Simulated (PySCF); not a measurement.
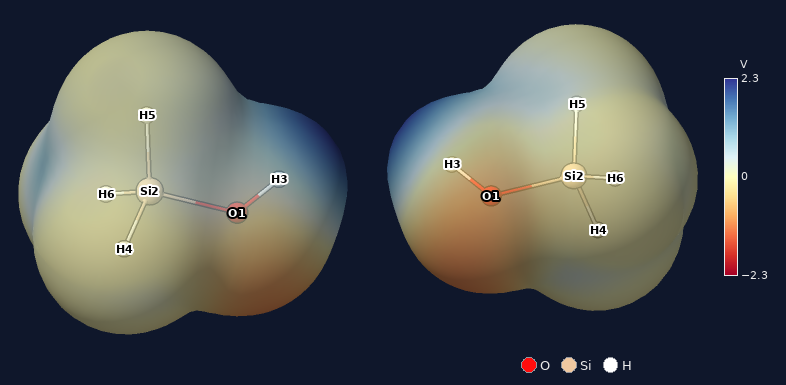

Figure 1: H₄OSi, SMILES `O[SiH3]`. Electrostatic potential on the surface of electron density 0.001 a.u. (back view left, front view right).

Level of theory: PBE0/def2-TZVP (PySCF), at a geometry from GFN2-xTB. No frequency check shows the geometry to be a minimum.

Input

```python
import numpy as np
from pyscf import gto, scf, dft
from pyscf.scf import atom_ks, atom_hf
from scipy.linalg import block_diag

def solve(mol, dm0=None, hcore=None):
    mf = (dft.UKS if mol.spin else dft.RKS)(mol, xc='pbe0')
    mf.grids.level = 3
    mf = mf.density_fit(auxbasis='def2-universal-jkfit')
    mf.conv_tol, mf.max_cycle = 1e-8, 80
    if hcore is not None:
        mf.get_hcore = lambda *args: hcore
    mf.kernel(dm0)
    if not mf.converged:
        mf = mf.newton().run(mf.mo_coeff, mf.mo_occ, max_cycle=30)
    assert mf.converged, 'SCF not converged'
    return mf

mol = gto.M(atom='''
O     -1.08951    -0.11344    -0.00106
Si     0.53241     0.01121     0.00003
H     -1.66825     0.64154     0.00467
H      1.00412    -0.62989    -1.22239
H      0.92460     1.42149     0.02983
H      1.00191    -0.68259     1.19593
''', basis='def2-tzvp', charge=0, spin=0, verbose=4)
mf = solve(mol)
mf.analyze()
# spherically averaged free atoms, for the promolecule
atm = atom_ks.get_atm_nrks(mol, xc='pbe0')
pro = block_diag(*[(atm[a[0]][2] * atm[a[0]][3]) @ atm[a[0]][2].T for a in mol._atom])
np.savez('result.npz', e=mf.e_tot, c=mf.mo_coeff, occ=mf.mo_occ, eps=mf.mo_energy, pro=pro, dip=mf.dip_moment(verbose=0), s2=mf.spin_square()[0])
```

Launched as:

```sh
OMP_NUM_THREADS=1 python input.py
```

The run took 5.6 s on 1 thread of Intel(R) Xeon(R) Platinum 8488C (Sapphire Rapids) (shared host), peak memory 0.37 GiB.

Partitions, critical points and surface values were worked out afterwards from this run's density.

Where are the extremes of the potential on the surface?

Highest: 2.22 V, 1.2 Å from H3. Further maxima include 1.08 V, near Si2 (1.98 Å), H5 (2.05 Å), H4 (2.07 Å) and H6 (2.10 Å); 0.45 V, off the O1–Si2 bond (2.0 to 2.1 Å from its atoms). Lowest: −1.15 V, 1.8 Å from O1. Further minima include 0.00 V, 1.5 Å from H5, and at like points elsewhere. The surface is sampled at points, so like sites can differ by a few per cent and only the strongest of them is named.

What volume does the surface enclose, and what is the dipole moment?

About 70 Å³; the dipole moment is 1.4 D.
